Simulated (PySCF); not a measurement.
Breaking a bond: SMILES [OH2+][BH3-] (H5BO). The B1–O5 bond (B1 also carries H, H, H; O5 carries H, H) is pulled apart rigidly from the PBE0/def2-TZVP optimised geometry.

```
7

B      0.0000     0.0000     0.0000
H     -1.0184    -0.5880    -0.2855
H      0.0000     1.1779    -0.2495
H      1.0201    -0.5888    -0.2495
O      0.0000     0.0000     1.6880
H     -0.0288    -0.9132     1.9946
H     -0.8055     0.4314     1.9945
```

Levels of theory: UKS-B3LYP/6-31G* = unrestricted B3LYP/6-31G*, spherical d (PySCF); RHF/3-21G = restricted Hartree-Fock/3-21G (PySCF 2.14.0); UHF/def2-TZVP, density fitting (PySCF); UKS-LDA (SVWN5) = unrestricted LDA (SVWN5)/def2-TZVP (PySCF); UHF/STO-3G = PySCF 2.14.0 with unrestricted Hartree-Fock/STO-3G.

Energies are in kJ/mol, each relative to the lowest point of its own curve near equilibrium.

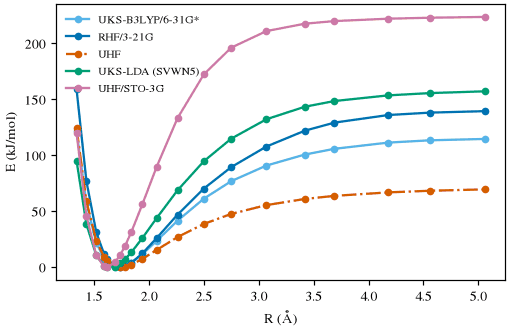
Fig. 1. Energy against bond length for each method.

| R / Å | UKS-B3LYP/6-31G* | RHF/3-21G | UHF | UKS-LDA (SVWN5) | UHF/STO-3G |
|---|---|---|---|---|---|
| 1.34 | 121.8 | 159.1 | 124.4 | 95.2 | 120.1 |
| 1.43 | 57.0 | 76.8 | 59.0 | 38.4 | 45.9 |
| 1.52 | 21.9 | 31.0 | 23.6 | 10.5 | 10.5 |
| 1.59 | 7.8 | 12.0 | 9.2 | 1.5 | 0.7 |
| 1.62 | 4.2 | 7.0 | 5.5 | 0.0 | 0.0 |
| 1.69 | 0.2 | 0.9 | 0.8 | 0.6 | 4.3 |
| 1.74 | 0.0 | 0.0 | 0.0 | 3.5 | 11.3 |
| 1.78 | 1.1 | 0.8 | 0.4 | 6.9 | 18.6 |
| 1.84 | 4.1 | 3.9 | 2.3 | 13.4 | 31.6 |
| 1.94 | 11.6 | 12.3 | 7.4 | 26.1 | 56.4 |
| 2.07 | 23.6 | 26.1 | 15.5 | 43.9 | 89.8 |
| 2.26 | 41.5 | 47.0 | 26.9 | 68.7 | 133.3 |
| 2.50 | 61.3 | 70.3 | 38.7 | 94.8 | 172.5 |
| 2.75 | 76.9 | 89.5 | 47.7 | 115.0 | 196.3 |
| 3.07 | 90.9 | 107.9 | 55.5 | 132.3 | 211.1 |
| 3.42 | 100.7 | 122.0 | 61.0 | 143.4 | 217.7 |
| 3.69 | 105.8 | 129.3 | 63.8 | 148.5 | 220.0 |
| 4.18 | 111.4 | 136.0 | 66.9 | 153.6 | 222.1 |
| 4.56 | 113.4 | 138.2 | 68.3 | 155.6 | 223.0 |
| 5.06 | 114.7 | 139.5 | 69.6 | 157.2 | 223.7 |

At the longest distance, 5.06 Å, UHF/STO-3G lies highest above its minimum (223.7 kJ/mol) and UHF lowest (69.6 kJ/mol).
